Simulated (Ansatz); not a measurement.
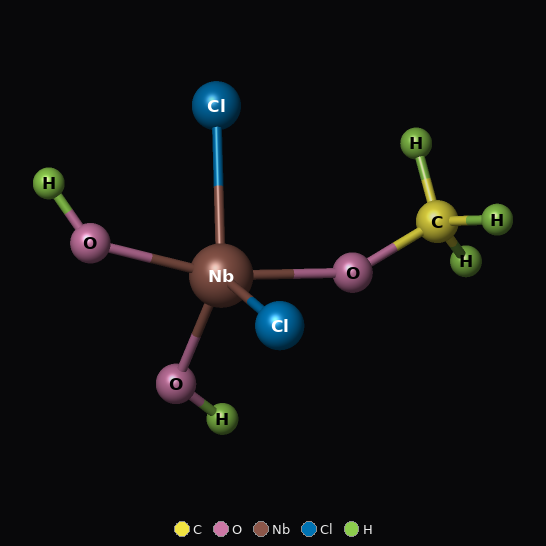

The species is neutral and a spin singlet. The geometry was computed by an optimisation with PBE0-D4/def2-TZVP. No frequency run is at hand to confirm it as a minimum. Level of theory: RKS PBE0-D4/def2-SVP, core potentials on Nb (Ansatz 0.2.0).

What does the calculation give?

The species is CH5Cl2NbO3 (`C[O][Nb]([OH])([OH])([Cl])[Cl]`).
- HOMO energy (Kohn–Sham orbital): −8.35 eV
- LUMO energy (Kohn–Sham orbital): −1.95 eV
- HOMO–LUMO gap: 6.39 eV
- dispersion correction: −28.2 kJ/mol
